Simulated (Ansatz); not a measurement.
System: Nb2O2 (charge +1, doublet).

The calculation's input:

```
crystal:
  periodic: [false, false, false]
  atoms:
    - {symbol: Nb, position_ang: [-0.431993, -0.797936, -1.228215]}
    - {symbol: Nb, position_ang: [1.060773, 1.062691, -0.275273]}
    - {symbol: O, position_ang: [0.540424, 0.933037, 1.297368]}
    - {symbol: O, position_ang: [-1.169214, -1.197792, 0.206120]}
basis:
  gaussian: {orbitals: def2-TZVP, initial_orbitals: start.molden}
total_charge: 1
magnetization: {spin_polarized: true, initial_magnetization: 1}
hamiltonian: {xc: pbe0, dispersion: d4}
scf: {omitted_lower_state_checks: [starts]}
output: {orbitals: {seedname: orbitals}}
```

Launched as:

```sh
ansatz run in.yaml --threads 4 --pin off --events-out ev --progress --plain --max-ram 3916MiB
```

Geometry: r2SCAN-D4/def2-TZVP; ⟨S²⟩ = 0.95, above the pure value of 0.75; core potentials replace the inner electrons of Nb.

Theory: Ansatz 0.2.0, UKS PBE0-D4/def2-TZVP.

What can the converged electron density, electron localisation function and spin density tell about the bonding?

Answer. Nb–O (1.66 Å): ρ is about 2 e/Å³ halfway; the ELF peaks at about 0.80 in the valence shell of O, 0.5 Å from its nucleus, and drops to about 0.45 between the two atoms.
Nb–Nb (2.57 Å): ρ is about 0.6 e/Å³ halfway; the ELF reaches about 0.50 near the midpoint.
The unpaired spin (1 electron) lies mostly on Nb2 (about 1.2), in electrons by Hirshfeld's partition, with opposite, polarisation-induced spin on Nb1.

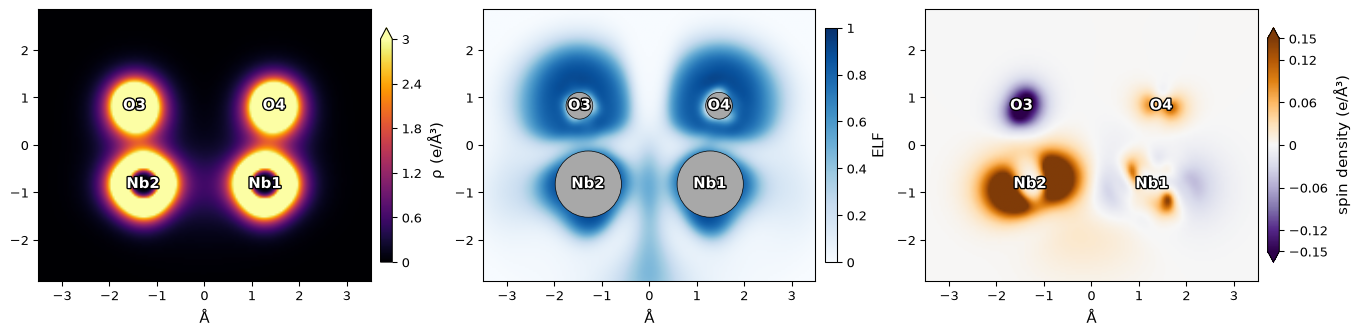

Computed electron density, electron localisation function and spin density on the molecular plane, in this order. Grey discs cover the atomic cores in the ELF map. 
